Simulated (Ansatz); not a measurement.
# BH4NSSi: shift of H7 from Si3 to B2, part 1 of 2

How high is the barrier for the shift of H7 from Si3 to B2? Relax the two ends, then run a nudged elastic band between them. SMILES of the start: NB1[SiH2]S1.

Program: Ansatz 0.2.0. Level of theory: RKS BHLYP-D4/def2-SVP. These are calculated values, not measurements.

### 1 The starting structure

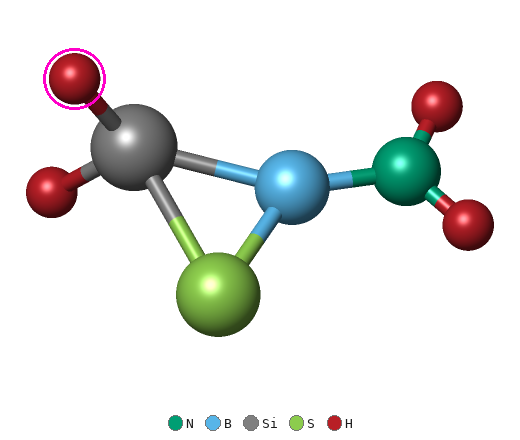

The starting structure, seen from a chosen angle (nitrogen teal, boron blue, silicon grey, sulfur green, hydrogen red). Ringed: H7.

As a file:

```xyz
8

N    -0.6124    1.5893   -0.2743
B    -0.1784    0.2798   -0.2236
Si    0.6454   -1.2087    0.6313
S    -0.2622   -1.0768   -1.3975
H    -1.0777    1.9734   -1.0816
H    -0.5007    2.2595    0.4676
H     2.0492   -1.5812    0.4886
H    -0.0632   -2.2353    1.3895
```

### 2 Relaxing end A

File input.yaml:

```yaml
crystal:
  periodic: [false, false, false]
  atoms:
    - { symbol: "N", position_ang: [-0.61241, 1.58927, -0.27431] }
    - { symbol: B, position_ang: [-0.17838, 0.27982, -0.22357] }
    - { symbol: Si, position_ang: [0.64545, -1.20872, 0.6313] }
    - { symbol: S, position_ang: [-0.26225, -1.07679, -1.39748] }
    - { symbol: H, position_ang: [-1.07769, 1.97338, -1.08162] }
    - { symbol: H, position_ang: [-0.50073, 2.25953, 0.46764] }
    - { symbol: H, position_ang: [2.04924, -1.58121, 0.48856] }
    - { symbol: H, position_ang: [-0.06323, -2.23527, 1.38949] }
basis:
  gaussian: { orbitals: def2-SVP }
hamiltonian:
  xc: { name: BHLYP }
  dispersion: d4
relax:
  f_tol: 0.02
  max_steps: 50
```

Started as:

```bash
> ansatz run input.yaml --threads 2 --pin off --max-ram 3072MiB --backend cpu --events-out ev --progress --plain --runs-dir out
```

The log of the run, shortened:

```text
Warning: RAYON_NUM_THREADS=2 ignored (pool sized by the plan → 2); use --threads N
[...]
Functional definition: BHLYP
[...]
888 factors; integrals over basis functions are off by at most 3.3e-4 eV
[...]
mean field -20937.09271116 eV, -769.4239654641 hartree, gradient 2.1e-5 eV, S^2 0.000000; 0 other end points of the search recorded, 0 dependent functions left out
[...]
reference -20937.09287305 eV, -769.4239714132 hartree; 23, 23 occupied and 61, 61 virtual orbitals, 888 factors
relax step   1: F+E_penalty+E_count = -20937.34162212 eV  Δ(F+E_penalty+E_count) = +0.000e0 eV  max|allowed force component| = 7.556e-1 eV/Å  Δτ_max = 0.0000 Å  (26 SCF iters, accepted)
[...]
Atom 0 at    -0.613191     1.594409    -0.276364 Å, force    -0.001627     0.004096    -0.000225 eV/Å
Atom 1 at    -0.198451     0.279546    -0.261378 Å, force     0.003050    -0.007576     0.000751 eV/Å
Atom 2 at     0.625809    -1.275214     0.537866 Å, force     0.000303    -0.001011     0.000112 eV/Å
Atom 3 at    -0.273641    -1.092943    -1.435562 Å, force     0.000262     0.000364     0.001138 eV/Å
Atom 4 at    -1.078920     2.008366    -1.065408 Å, force     0.000363     0.002817     0.002505 eV/Å
Atom 5 at    -0.475974     2.217734     0.498167 Å, force    -0.000703    -0.002045    -0.003039 eV/Å
Atom 6 at     2.080409    -1.532682     0.543013 Å, force    -0.000991     0.001746    -0.000638 eV/Å
Atom 7 at    -0.066042    -2.199206     1.459676 Å, force    -0.000658     0.001610    -0.000604 eV/Å
Dipole moment:    -0.047183     0.521302     0.268690 e Å
```

Run time: 21 s. Hardware: 2 threads of Arm Neoverse N1, shared host; peak memory 0.16 GiB.

Relaxation path:

| step | energy from step 1 (eV) | largest force component (eV/Å) |
| --- | --- | --- |
| 1 | 0.0000 | 0.7556 |
| 2 | -0.0794 | 0.4053 |
| 3 | -0.1005 | 0.2172 |
| 4 | -0.1021 | 0.1045 |
| 5 | -0.1026 | 0.0733 |
| 6 | -0.1028 | 0.0076 |

Step 1 is the start.

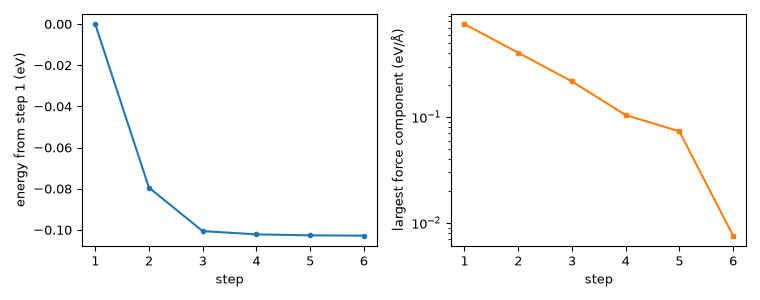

How energy and force went from step to step.

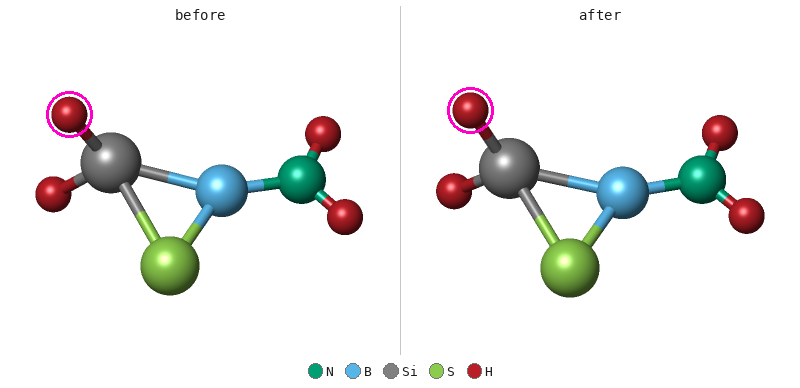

The structure before (left) and after (right), drawn at the same scale.

After: Bond lengths: N1–B2 1.379 Å, B2–Si3 1.933 Å, B2–S4 1.808 Å, Si3–S4 2.176 Å, N1–H5 1.005 Å, N1–H6 1.004 Å, Si3–H7 1.477 Å, Si3–H8 1.477 Å. Angles: N1–B2–Si3 154.1°, N1–B2–S4 134.8°, Si3–B2–S4 71.1°, B2–N1–H5 122.7°, B2–N1–H6 122.9°, H5–N1–H6 114.4°, B2–Si3–S4 51.8°, B2–Si3–H7 124.2°, B2–Si3–H8 124.2°, S4–Si3–H7 115.1°, S4–Si3–H8 115.1°, H7–Si3–H8 110.5°, B2–S4–Si3 57.1°.

### 3 Relaxing end B

The second end starts from a geometry with the move made by hand.

input.yaml: that of step 2 with these lines changed.

```diff
@@ -9,3 +9,3 @@
     - { symbol: H, position_ang: [-0.50073, 2.25953, 0.46764] }
-    - { symbol: H, position_ang: [2.04924, -1.58121, 0.48856] }
+    - { symbol: H, position_ang: [0.19065, 1.14001, 0.47841] }
     - { symbol: H, position_ang: [-0.06323, -2.23527, 1.38949] }
```

Started as:

```bash
> ansatz run input.yaml --threads 2 --pin off --max-ram 3072MiB --backend cpu --events-out ev --progress --plain --runs-dir out
```

The log of the run:

```text
Warning: RAYON_NUM_THREADS=2 ignored (pool sized by the plan → 2); use --threads N
The last accepted step is kept in <dir> (removed where the run ends without a failure and the disk answers)
Engine: ansatz 0.2.0, aarch64-unknown-linux-gnu
Functional definition: BHLYP
  parameter a = 0.5
  exchange = (1 - a)*b88_x + a*exact_x
  correlation = lyp_c
887 factors; integrals over basis functions are off by at most 2.7e-4 eV
mean field evaluation 1: about -20928.3518 eV, gradient 3.5e1 eV
mean field evaluation 2: about -20928.7544 eV, gradient 3.3e1 eV
mean field evaluation 4: about -20931.0757 eV, gradient 1.5e0 eV
mean field evaluation 8: about -20931.1424 eV, gradient 1.7e-1 eV
mean field evaluation 16: about -20931.1426 eV, gradient 2.5e-4 eV
mean field -20931.14256450 eV, -769.2053016073 hartree, gradient 5.5e-5 eV, S^2 0.000000; 0 other end points of the search recorded, 0 dependent functions left out
the calculation of the forces begins
reference -20931.14271882 eV, -769.2053072785 hartree; 23, 23 occupied and 61, 61 virtual orbitals, 887 factors
relax step   1: F+E_penalty+E_count = -20931.41472694 eV  Δ(F+E_penalty+E_count) = +0.000e0 eV  max|allowed force component| = 4.488e0 eV/Å  Δτ_max = 0.0000 Å  (30 SCF iters, accepted)
these checks for a lower state are left out or cut short: starts, cluster_reference, orbital_swaps, neighbouring_geometries, increment
887 factors; integrals over basis functions are off by at most 3.6e-4 eV
mean field -20932.69479749 eV, -769.2623451178 hartree, gradient 2.6e-5 eV, S^2 0.000000; 0 other end points of the search recorded, 0 dependent functions left out
the calculation of the forces begins
reference -20932.69495631 eV, -769.2623509542 hartree; 23, 23 occupied and 61, 61 virtual orbitals, 887 factors
relax step   2: F+E_penalty+E_count = -20932.96536874 eV  Δ(F+E_penalty+E_count) = -1.551e0 eV  max|allowed force component| = 3.044e0 eV/Å  Δτ_max = 0.1947 Å  (33 SCF iters, accepted)
these checks for a lower state are left out or cut short: starts, cluster_reference, orbital_swaps, neighbouring_geometries, increment
887 factors; integrals over basis functions are off by at most 4.2e-4 eV
mean field evaluation 32: about -20934.1241 eV, gradient 3.7e-3 eV
mean field -20934.12412070 eV, -769.3148717767 hartree, gradient 2.5e-5 eV, S^2 0.000000; 0 other end points of the search recorded, 0 dependent functions left out
the calculation of the forces begins
reference -20934.12428087 eV, -769.3148776631 hartree; 23, 23 occupied and 61, 61 virtual orbitals, 887 factors
relax step   3: F+E_penalty+E_count = -20934.39500699 eV  Δ(F+E_penalty+E_count) = -1.430e0 eV  max|allowed force component| = 3.690e0 eV/Å  Δτ_max = 0.1949 Å  (31 SCF iters, accepted)
these checks for a lower state are left out or cut short: starts, cluster_reference, orbital_swaps, neighbouring_geometries, increment
887 factors; integrals over basis functions are off by at most 4.6e-4 eV
mean field -20935.23669891 eV, -769.3557582720 hartree, gradient 1.3e-5 eV, S^2 0.000000; 0 other end points of the search recorded, 0 dependent functions left out
the calculation of the forces begins
reference -20935.23686077 eV, -769.3557642202 hartree; 23, 23 occupied and 61, 61 virtual orbitals, 887 factors
relax step   4: F+E_penalty+E_count = -20935.50650428 eV  Δ(F+E_penalty+E_count) = -1.111e0 eV  max|allowed force component| = 3.721e0 eV/Å  Δτ_max = 0.1976 Å  (33 SCF iters, accepted)
these checks for a lower state are left out or cut short: starts, cluster_reference, orbital_swaps, neighbouring_geometries, increment
887 factors; integrals over basis functions are off by at most 7.0e-4 eV
mean field -20935.97966664 eV, -769.3830618321 hartree, gradient 1.2e-5 eV, S^2 0.000000; 0 other end points of the search recorded, 0 dependent functions left out
the calculation of the forces begins
reference -20935.97982654 eV, -769.3830677086 hartree; 23, 23 occupied and 61, 61 virtual orbitals, 887 factors
relax step   5: F+E_penalty+E_count = -20936.24879033 eV  Δ(F+E_penalty+E_count) = -7.423e-1 eV  max|allowed force component| = 2.289e0 eV/Å  Δτ_max = 0.1997 Å  (33 SCF iters, accepted)
these checks for a lower state are left out or cut short: starts, cluster_reference, orbital_swaps, neighbouring_geometries, increment
887 factors; integrals over basis functions are off by at most 8.7e-4 eV
mean field -20936.39913923 eV, -769.3984771656 hartree, gradient 2.4e-5 eV, S^2 0.000000; 0 other end points of the search recorded, 0 dependent functions left out
the calculation of the forces begins
reference -20936.39929675 eV, -769.3984829543 hartree; 23, 23 occupied and 61, 61 virtual orbitals, 887 factors
relax step   6: F+E_penalty+E_count = -20936.66729060 eV  Δ(F+E_penalty+E_count) = -4.185e-1 eV  max|allowed force component| = 1.106e0 eV/Å  Δτ_max = 0.1999 Å  (32 SCF iters, accepted)
these checks for a lower state are left out or cut short: starts, cluster_reference, orbital_swaps, neighbouring_geometries, increment
887 factors; integrals over basis functions are off by at most 8.6e-4 eV
mean field -20936.46850666 eV, -769.4010263718 hartree, gradient 2.1e-5 eV, S^2 0.000000; 0 other end points of the search recorded, 0 dependent functions left out
the calculation of the forces begins
reference -20936.46866367 eV, -769.4010321419 hartree; 23, 23 occupied and 61, 61 virtual orbitals, 887 factors
relax step   7: F+E_penalty+E_count = -20936.73528650 eV  Δ(F+E_penalty+E_count) = -6.800e-2 eV  max|allowed force component| = 4.065e-1 eV/Å  Δτ_max = 0.1113 Å  (32 SCF iters, accepted)
these checks for a lower state are left out or cut short: starts, cluster_reference, orbital_swaps, neighbouring_geometries, increment
887 factors; integrals over basis functions are off by at most 8.5e-4 eV
mean field evaluation 64: about -20936.4272 eV, gradient 2.5e-2 eV
mean field -20936.48874107 eV, -769.4017699726 hartree, gradient 1.2e-5 eV, S^2 0.000000; 0 other end points of the search recorded, 0 dependent functions left out
the calculation of the forces begins
reference -20936.48889752 eV, -769.4017757218 hartree; 23, 23 occupied and 61, 61 virtual orbitals, 887 factors
relax step   8: F+E_penalty+E_count = -20936.75649799 eV  Δ(F+E_penalty+E_count) = -2.121e-2 eV  max|allowed force component| = 3.527e-1 eV/Å  Δτ_max = 0.0465 Å  (32 SCF iters, accepted)
these checks for a lower state are left out or cut short: starts, cluster_reference, orbital_swaps, neighbouring_geometries, increment
887 factors; integrals over basis functions are off by at most 8.8e-4 eV
mean field -20936.50364052 eV, -769.4023175171 hartree, gradient 1.2e-5 eV, S^2 0.000000; 0 other end points of the search recorded, 0 dependent functions left out
the calculation of the forces begins
reference -20936.50379685 eV, -769.4023232621 hartree; 23, 23 occupied and 61, 61 virtual orbitals, 887 factors
relax step   9: F+E_penalty+E_count = -20936.77100182 eV  Δ(F+E_penalty+E_count) = -1.450e-2 eV  max|allowed force component| = 2.691e-1 eV/Å  Δτ_max = 0.0363 Å  (32 SCF iters, accepted)
these checks for a lower state are left out or cut short: starts, cluster_reference, orbital_swaps, neighbouring_geometries, increment
887 factors; integrals over basis functions are off by at most 8.8e-4 eV
mean field -20936.50900040 eV, -769.4025144892 hartree, gradient 1.3e-5 eV, S^2 0.000000; 0 other end points of the search recorded, 0 dependent functions left out
the calculation of the forces begins
reference -20936.50915631 eV, -769.4025202188 hartree; 23, 23 occupied and 61, 61 virtual orbitals, 887 factors
relax step  10: F+E_penalty+E_count = -20936.77654040 eV  Δ(F+E_penalty+E_count) = -5.539e-3 eV  max|allowed force component| = 1.623e-1 eV/Å  Δτ_max = 0.0401 Å  (32 SCF iters, accepted)
these checks for a lower state are left out or cut short: starts, cluster_reference, orbital_swaps, neighbouring_geometries, increment
887 factors; integrals over basis functions are off by at most 8.7e-4 eV
mean field -20936.51012326 eV, -769.4025557536 hartree, gradient 1.2e-5 eV, S^2 0.000000; 0 other end points of the search recorded, 0 dependent functions left out
the calculation of the forces begins
reference -20936.51027922 eV, -769.4025614848 hartree; 23, 23 occupied and 61, 61 virtual orbitals, 887 factors
relax step  11: F+E_penalty+E_count = -20936.77780907 eV  Δ(F+E_penalty+E_count) = -1.269e-3 eV  max|allowed force component| = 9.200e-2 eV/Å  Δτ_max = 0.0332 Å  (33 SCF iters, accepted)
these checks for a lower state are left out or cut short: starts, cluster_reference, orbital_swaps, neighbouring_geometries, increment
887 factors; integrals over basis functions are off by at most 8.8e-4 eV
mean field evaluation 96: about -20936.5108 eV, gradient 2.5e-5 eV
mean field -20936.51084746 eV, -769.4025823675 hartree, gradient 2.5e-5 eV, S^2 0.000000; 0 other end points of the search recorded, 0 dependent functions left out
the calculation of the forces begins
reference -20936.51100335 eV, -769.4025880961 hartree; 23, 23 occupied and 61, 61 virtual orbitals, 887 factors
relax step  12: F+E_penalty+E_count = -20936.77844723 eV  Δ(F+E_penalty+E_count) = -6.382e-4 eV  max|allowed force component| = 1.966e-2 eV/Å  Δτ_max = 0.0128 Å  (24 SCF iters, accepted)
887 factors; integrals over basis functions are off by at most 8.8e-4 eV
mean field -20936.51084746 eV, -769.4025823675 hartree, gradient 2.5e-5 eV, S^2 0.000000; 1 other end points of the search recorded, 0 dependent functions left out
the calculation of the forces begins
reference -20936.51100335 eV, -769.4025880961 hartree; 23, 23 occupied and 61, 61 virtual orbitals, 887 factors
Total energy: -20936.77860311 eV, -769.4124222061 hartree
Atom 0 at    -0.754882     1.702629    -0.354684 Å, force     0.004665    -0.005722    -0.008017 eV/Å
Atom 1 at    -0.179178     0.448749    -0.276558 Å, force    -0.013062     0.000119     0.011575 eV/Å
Atom 2 at     0.956416    -1.436091     0.564388 Å, force    -0.019664    -0.009711     0.013926 eV/Å
Atom 3 at    -0.161530    -0.954072    -1.345000 Å, force     0.004609     0.008699    -0.014610 eV/Å
Atom 4 at    -1.308175     1.984112    -1.145064 Å, force     0.002289     0.003454     0.008022 eV/Å
Atom 5 at    -0.656381     2.404904     0.355370 Å, force    -0.002536    -0.009434    -0.004739 eV/Å
Atom 6 at     0.520251     0.307986     0.786526 Å, force     0.007911     0.009504    -0.005563 eV/Å
Atom 7 at    -0.275112    -1.736987     1.404882 Å, force     0.015789     0.003092    -0.000594 eV/Å
Dipole moment:    -0.239514     0.666502     0.166199 e Å
```

It took 41 s on 2 threads of Arm Neoverse N1, shared host; peak memory 0.16 GiB.

Relaxation path:

| step | energy from step 1 (eV) | largest force component (eV/Å) |
| --- | --- | --- |
| 1 | 0.0000 | 4.4881 |
| 2 | -1.5506 | 3.0443 |
| 3 | -2.9803 | 3.6898 |
| 4 | -4.0918 | 3.7208 |
| 5 | -4.8341 | 2.2888 |
| 6 | -5.2526 | 1.1057 |
| 7 | -5.3206 | 0.4065 |
| 8 | -5.3418 | 0.3527 |
| 9 | -5.3563 | 0.2691 |
| 10 | -5.3618 | 0.1623 |
| 11 | -5.3631 | 0.0920 |
| 12 | -5.3637 | 0.0197 |

Step 1 is the start.

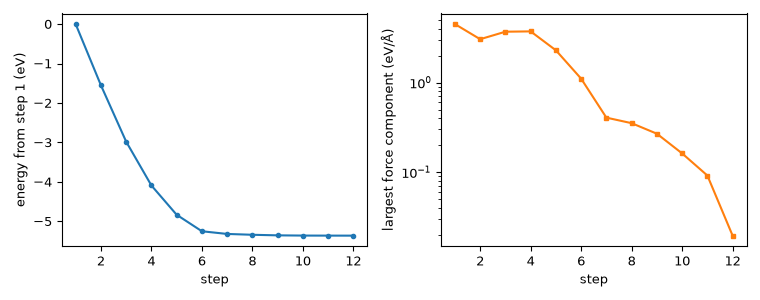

Energy and largest force along the relaxation.

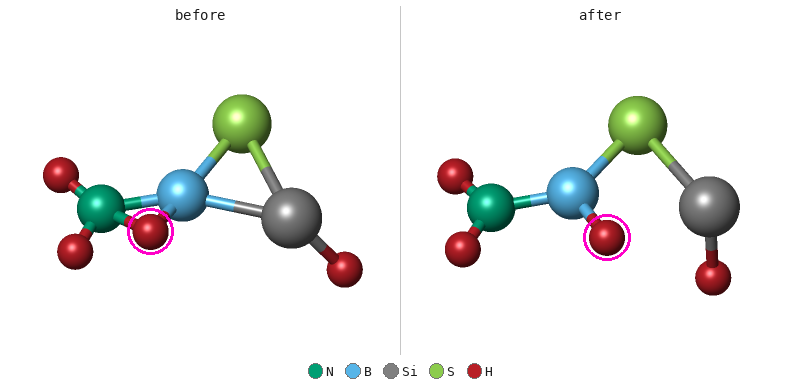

Before and after, at one scale.

After: Bond lengths: N1–B2 1.382 Å, B2–S4 1.763 Å, Si3–S4 2.264 Å, N1–H5 1.005 Å, N1–H6 1.004 Å, B2–H7 1.280 Å, Si3–H8 1.521 Å. Angles: N1–B2–S4 133.8°, N1–B2–H7 112.0°, S4–B2–H7 114.2°, B2–N1–H5 121.9°, B2–N1–H6 123.6°, H5–N1–H6 114.5°, B2–S4–Si3 70.3°, S4–Si3–H8 96.2°.

Pairs that crossed the distance rule for bonds on the way: moved apart N1–H7, B2–Si3.

### 4 Nudged elastic band

crystal.atoms is end A as relaxed above, and neb.final_atoms is end B, turned to lie on A. With 7 inner images the band has 9 in all. The start path is listed, through a guess of the saddle.

File input.yaml:

```yaml
crystal:
  periodic: [false, false, false]
  atoms:
    - { symbol: "N", position_ang: [-0.613191, 1.594409, -0.276364] }
    - { symbol: B, position_ang: [-0.198451, 0.279546, -0.261378] }
    - { symbol: Si, position_ang: [0.625809, -1.275214, 0.537866] }
    - { symbol: S, position_ang: [-0.273641, -1.092943, -1.435562] }
    - { symbol: H, position_ang: [-1.07892, 2.008366, -1.065408] }
    - { symbol: H, position_ang: [-0.475974, 2.217734, 0.498167] }
    - { symbol: H, position_ang: [2.080409, -1.532682, 0.543013] }
    - { symbol: H, position_ang: [-0.066042, -2.199206, 1.459676] }
basis:
  gaussian: { orbitals: def2-SVP }
hamiltonian:
  xc: { name: BHLYP }
  dispersion: d4
neb:
  order_check: false
  images: 7
  f_tol: 0.05
  max_iterations: 60
  final_atoms:
    - { symbol: "N", position_ang: [-0.38882417, 1.43512549, -0.20866906] }
    - { symbol: B, position_ang: [0.0140496, 0.11500586, -0.27744931] }
    - { symbol: Si, position_ang: [1.0202172, -1.94200491, 0.27546945] }
    - { symbol: S, position_ang: [-0.36450121, -1.22076728, -1.36473765] }
    - { symbol: H, position_ang: [-1.03879904, 1.82653147, -0.86775964] }
    - { symbol: H, position_ang: [-0.06158452, 2.08084041, 0.48633868] }
    - { symbol: H, position_ang: [0.87732682, -0.17014138, 0.62399743] }
    - { symbol: H, position_ang: [-0.05788568, -2.12457967, 1.33282011] }
  initial_path:
    images:
      - { positions_ang: [[-0.613191, 1.594409, -0.276364], [-0.198451, 0.279546, -0.261378], [0.625809, -1.275214, 0.537866], [-0.273641, -1.092943, -1.435562], [-1.07892, 2.008366, -1.065408], [-0.475974, 2.217734, 0.498167], [2.080409, -1.532682, 0.543013], [-0.066042, -2.199206, 1.459676]] }
      - { positions_ang: [[-0.55285952, 1.55102496, -0.2632036], [-0.16613554, 0.22820071, -0.24708587], [0.63152928, -1.33090891, 0.55206834], [-0.29415521, -1.133469, -1.42104518], [-1.01960491, 1.97074423, -1.04929534], [-0.39479989, 2.18052605, 0.50201939], [1.87427532, -1.20259628, 0.4848128], [-0.07825054, -2.26351174, 1.44173946]] }
      - { positions_ang: [[-0.49252803, 1.50764091, -0.2500432], [-0.13382007, 0.17685541, -0.23279374], [0.63724955, -1.38660383, 0.56627068], [-0.31466942, -1.173995, -1.40652836], [-0.96028981, 1.93312246, -1.03318267], [-0.31362577, 2.14331809, 0.50587179], [1.66814164, -0.87251057, 0.4266126], [-0.09045909, -2.32781748, 1.42380291]] }
      - { positions_ang: [[-0.43219655, 1.46425687, -0.2368828], [-0.10150461, 0.12551012, -0.21850161], [0.64296983, -1.44229874, 0.58047303], [-0.33518363, -1.21452099, -1.39201155], [-0.90097472, 1.89550069, -1.01707001], [-0.23245166, 2.10611014, 0.50972418], [1.46200796, -0.54242485, 0.3684124], [-0.10266763, -2.39212322, 1.40586637]] }
      - { positions_ang: [[-0.37186506, 1.42087282, -0.22372241], [-0.06918914, 0.07416483, -0.20420948], [0.6486901, -1.49799366, 0.59467537], [-0.35569783, -1.25504699, -1.37749473], [-0.84165962, 1.85787891, -1.00095734], [-0.15127755, 2.06890219, 0.51357657], [1.25587428, -0.21233914, 0.3102122], [-0.11487617, -2.45642896, 1.38792982]] }
      - { positions_ang: [[-0.37610484, 1.42443599, -0.21995907], [-0.04837946, 0.08437509, -0.22251944], [0.74157188, -1.60899647, 0.51487389], [-0.35789868, -1.24647706, -1.37430546], [-0.89094448, 1.85004205, -0.96765792], [-0.12885429, 2.07188674, 0.5067671], [1.16123741, -0.2017897, 0.3886585], [-0.10062855, -2.37346664, 1.3741524]] }
      - { positions_ang: [[-0.38034461, 1.42799916, -0.21619573], [-0.02756977, 0.09458535, -0.2408294], [0.83445365, -1.71999929, 0.43507241], [-0.36009952, -1.23790714, -1.37111619], [-0.94022933, 1.84220519, -0.93435849], [-0.10643103, 2.0748713, 0.49995762], [1.06660055, -0.19124026, 0.46710481], [-0.08638092, -2.29050432, 1.36037497]] }
      - { positions_ang: [[-0.38458439, 1.43156232, -0.2124324], [-0.00676009, 0.1047956, -0.25913936], [0.92733543, -1.8310021, 0.35527093], [-0.36230037, -1.22933721, -1.36792692], [-0.98951418, 1.83436833, -0.90105907], [-0.08400777, 2.07785586, 0.49314815], [0.97196368, -0.18069082, 0.54555112], [-0.0721333, -2.20754199, 1.34659754]] }
      - { positions_ang: [[-0.38882417, 1.43512549, -0.20866906], [0.0140496, 0.11500586, -0.27744931], [1.0202172, -1.94200491, 0.27546945], [-0.36450121, -1.22076728, -1.36473765], [-1.03879904, 1.82653147, -0.86775964], [-0.06158452, 2.08084041, 0.48633868], [0.87732682, -0.17014138, 0.62399743], [-0.05788568, -2.12457967, 1.33282011]] }
```

Started as:

```bash
> ansatz run input.yaml --threads 2 --pin off --max-ram 3072MiB --backend cpu --events-out ev --progress --plain --runs-dir out
```

The log of the run, shortened:

```text
Warning: RAYON_NUM_THREADS=2 ignored (pool sized by the plan → 2); use --threads N
[...]
Functional definition: BHLYP
[...]
886 factors; integrals over basis functions are off by at most 3.2e-4 eV
[...]
mean field -20937.19683059 eV, -769.4277917824 hartree, gradient 2.3e-5 eV, S^2 0.000000; 0 other end points of the search recorded, 0 dependent functions left out
[...]
reference -20937.19699191 eV, -769.4277977110 hartree; 23, 23 occupied and 61, 61 virtual orbitals, 886 factors
[...]
Atom 4 at    -1.014703     1.941406    -0.842509 Å, force    -0.002440     0.004001     0.004385 eV/Å
Atom 5 at    -0.300741     1.819883     0.684241 Å, force    -0.005016     0.014173    -0.003425 eV/Å
Atom 6 at     1.866211    -0.748596     0.493269 Å, force     0.002088     0.002244     0.001226 eV/Å
Atom 7 at    -0.273069    -1.462726     1.445859 Å, force    -0.002026     0.002715    -0.001422 eV/Å
Dipole moment:    -0.178570     0.710636     0.127155 e Å
this run last wrote the band of iteration 10 to <dir>
```

Run time: 3.4 min. Hardware: 2 threads of Arm Neoverse N1, shared host; peak memory 0.17 GiB.

(Continued in part 2 of 2.)
